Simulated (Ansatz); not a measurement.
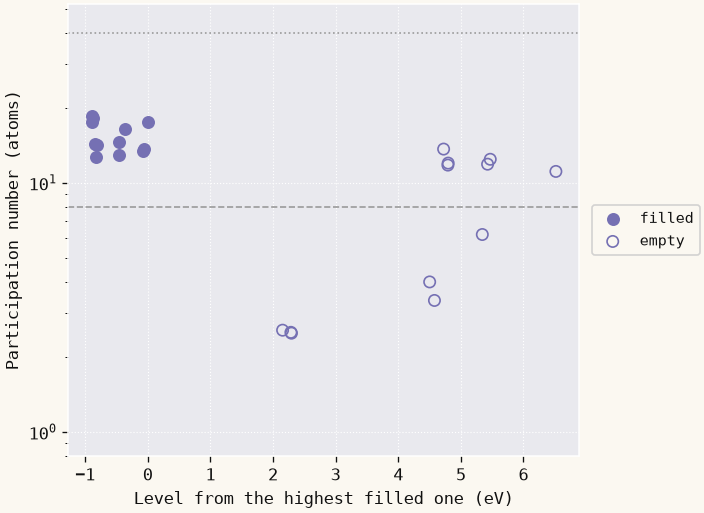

Levels near the gap of a 40-atom cell against the number of atoms over which each spreads (dotted: all atoms; dashed: a fifth of them). Host KTaO₃ with Cr on a site of Ta.

System: K₈CrTa₇O₂₄ (defect cell), 40 atoms in the cell, cell charge +1 e.

Computed with Ansatz: DFT, HSE06, PAW, plane waves, one k point, (0.25, 0.25, 0.25), 420 eV cutoff, Fermi-Dirac smearing of 0.01 eV.

Which of these levels are localised (under the dashed line)?

6 of the 24 levels shown spread over less than a fifth of the cell: 2.15 eV (empty, over about 3 atoms, mostly Cr), 2.29 eV (empty, over about 3 atoms, mostly Cr), 2.29 eV (empty, over about 2 atoms, mostly Cr), 4.50 eV (empty, over about 4 atoms, mostly Cr), 4.58 eV (empty, over about 3 atoms, mostly Cr) and 5.34 eV (empty, over about 6 atoms, mostly Ta).

How far apart are the highest filled and the lowest empty level?

The lowest empty level lies 2.15 eV above the highest filled one.

One k point in a finite cell, so levels carry errors of tenths of an eV.
